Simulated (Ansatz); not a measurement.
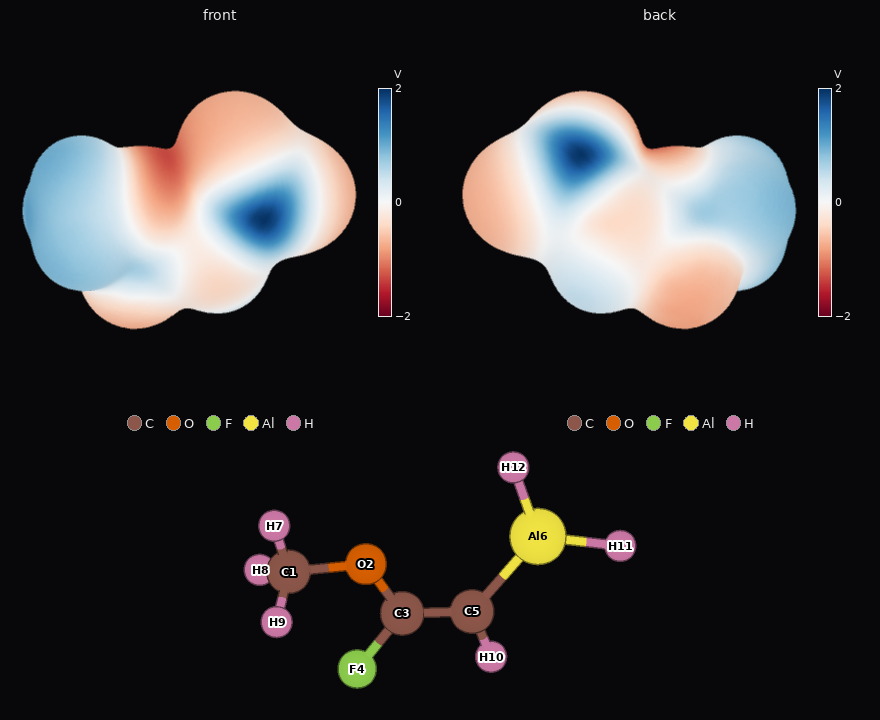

The picture shows: C3H6AlFO (SMILES COC(F)=[CH][AlH2]). The electrostatic potential painted on the density surface at 0.001 e/bohr³, seen from the front and from behind; the colour scale runs from red (negative) to blue (positive). The bare structure is drawn below in the same view.

Level of theory: Ansatz, RKS CAM-B3LYP-D4/6-31G.

```xyz
12

C    -1.6772    0.9871   -1.6057
O    -0.2992    0.5731   -1.3751
C     0.0649    0.0459   -0.1833
F    -1.0008    0.0322    0.7143
C     1.2747   -0.4088    0.1402
Al    2.7958   -0.4429   -1.0405
H    -1.6774    1.3713   -2.6220
H    -2.3553    0.1374   -1.5183
H    -1.9673    1.7668   -0.9008
H     1.3655   -0.7802    1.1561
H     4.1669   -1.0035   -0.4328
H     2.7239    0.0482   -2.5571
```

> Where is the surface potential most negative and most positive?

The most negative region (about −1.2 V) lies over O2, the most positive (about +1.9 V) over Al6. O2 is the likeliest acceptor of a hydrogen bond.
